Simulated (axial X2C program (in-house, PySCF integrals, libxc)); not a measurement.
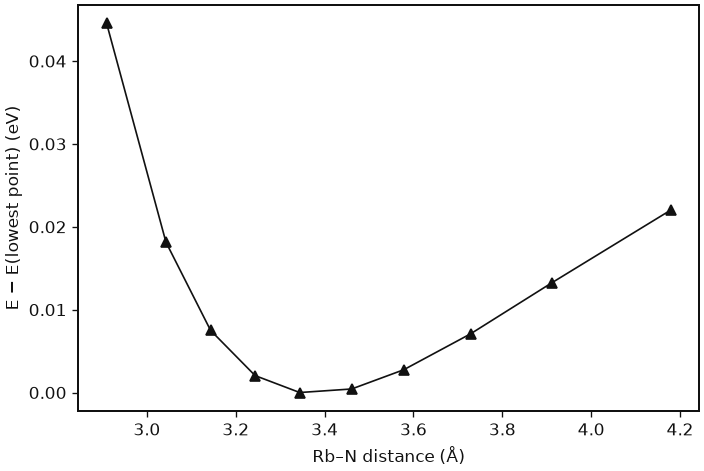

Figure 1. Energy at 10 bond lengths, for one set of occupations held fixed; the line joins the points. A polynomial of degree 6 through 9 points gives rₑ = 3.379 Å, ωₑ = 65.89 cm⁻¹, ωₑxₑ = 3.0 cm⁻¹ and Bₑ = 0.1228 cm⁻¹. The minimum lies 0.06 eV below Rb⁺ + N, each computed as one determinant at the same level.

Run report: RbN⁺, relativistic diatomic calculation

RbN⁺, single determinant with M_S = 3/2 and |Λ| = 0. Computed at this level: TPSSh, spin-free X2C-1e, Rb dyall-cv3z, N dyall-av3z (cores contracted) (axial X2C program (in-house, PySCF integrals, libxc)).

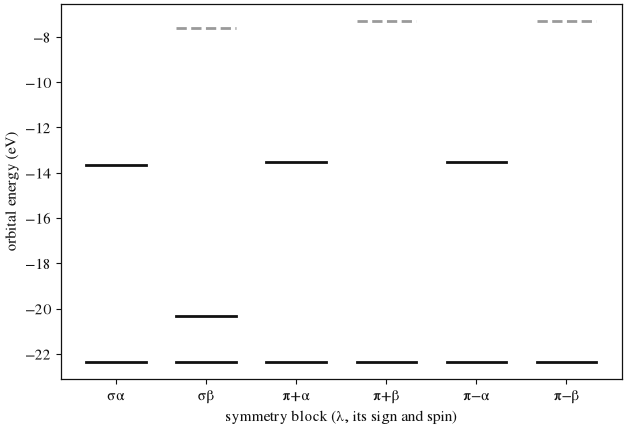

Figure 2. Orbital energies near the frontier at 3.34 Å, filled (solid) and empty (dashed); a label such as π−α means λ = −1 and α spin. The highest filled orbital (π+α; 100 % N p) lies at −13.52 eV, the lowest empty one (σβ; 91 % N p, 5 % Rb s) at −7.60 eV.

These pictures come from the run below.

### Input file
```
{"zs": [37, 7], "q": 1, "bas": ["dyall-cv3z", "dyall-av3z"], "levels": ["PBE0", "HF", "TPSSh"], "cc": true, "r0": 2.62, "thr": -2.0, "nmax": 90, "npts": 10, "nst": 2, "ntry": 6}
```

The line is the task of a batch: nuclear charges, charge, bases, the levels to run, a first guess of the distance and further settings. This report covers TPSSh without spin-orbit coupling. The log is that of the reference distance 3.344 Å.

Launched within a batch (the task file carries these settings):
```bash
python <driver script> task.json out
```

### Output
```
spin-free X2C-1e  TPSSh
basis functions 185  fitting functions 964  grid points 5085
iter        total energy     max residual
   1      -3035.412699663     4.97e-02
   2      -3035.413288999     5.64e-03
   3      -3035.413366136     5.22e-03
   4      -3035.413380888     4.63e-04
   5      -3035.413381022     4.57e-05
   6      -3035.413381034     2.06e-05
   7      -3035.413381034     2.99e-06
converged
one-electron -4279.16542402  Coulomb 1310.94635392  exact exchange -10.61985501  xc functional -97.56037030  nuclear repulsion 40.98591436
```

### The points of the curve

| R (Å) | E (hartree) | dipole (D; origin at the first atom, positive when the second is positive) | highest filled (eV) | lowest empty (eV) |
| --- | --- | --- | --- | --- |
| 2.909 | −3035.411743 | 0.68 | −14.11 | −8.14 |
| 3.043 | −3035.412714 | 0.64 | −13.92 | −7.97 |
| 3.143 | −3035.413105 | 0.61 | −13.78 | −7.85 |
| 3.244 | −3035.413306 | 0.58 | −13.65 | −7.72 |
| 3.344 | −3035.413381 | 0.55 | −13.52 | −7.60 |
| 3.461 | −3035.413365 | 0.52 | −13.38 | −7.47 |
| 3.578 | −3035.413280 | 0.49 | −13.25 | −7.33 |
| 3.729 | −3035.413121 | 0.45 | −13.09 | −7.17 |
| 3.913 | −3035.412893 | 0.41 | −12.91 | −6.98 |
| 4.180 | −3035.412571 | 0.36 | −12.67 | −6.73 |

### Results in brief

```tsv
quantity	value
outcome	converged
bond length rₑ	3.379 Å
ωₑ	65.89 cm⁻¹
energy at the minimum	−3035.41339 hartree
depth below the fragments	0.06 eV
largest ⟨S²⟩ along the curve	3.75
hardware	1 thread of Arm Neoverse V2, 24 GiB of memory available, shared host
wall time	5.1 s
peak memory	0.83 GiB
```
